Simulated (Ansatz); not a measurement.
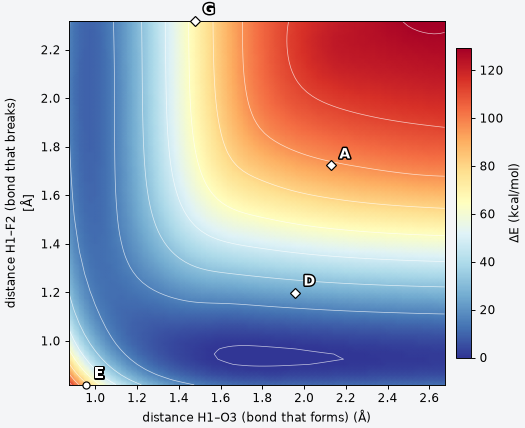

The reacting system FH₂O (fragments FH + HO where the first distance is long, H₂O + F where the second is long), spin multiplicity 2. Coordinates scanned: (1) distance H1–O3 (bond that forms); (2) distance H1–F2 (bond that breaks). Relaxed at each point: all other coordinates. The grid has 13 × 13 points. Points are written as (first, second). All energies are given in kcal/mol relative to the lowest grid point. In part of the range the unrestricted reference is strongly spin-contaminated. The calculation used Ansatz, UKS CAM-B3LYP-D4/def2-SVP.

The picture shows a smooth colour map with a few white contour lines, lettered points. Between grid points the surface is interpolated.

Is G the lowest point of the computed grid?

Answer. No. G lies 68 kcal/mol above the lowest grid point, which is at (1.791 Å, 0.979 Å).

Rank the lettered points by energy, lowest first.

Answer. D (25 kcal/mol), G (68 kcal/mol), E (84 kcal/mol), A (95 kcal/mol).

What kind of point is each of A, D: minimum, saddle, maximum or slope?

Answer. A: on a slope; D: on a slope. (In these two coordinates alone; a stationary point may lie a little off the grid point.)
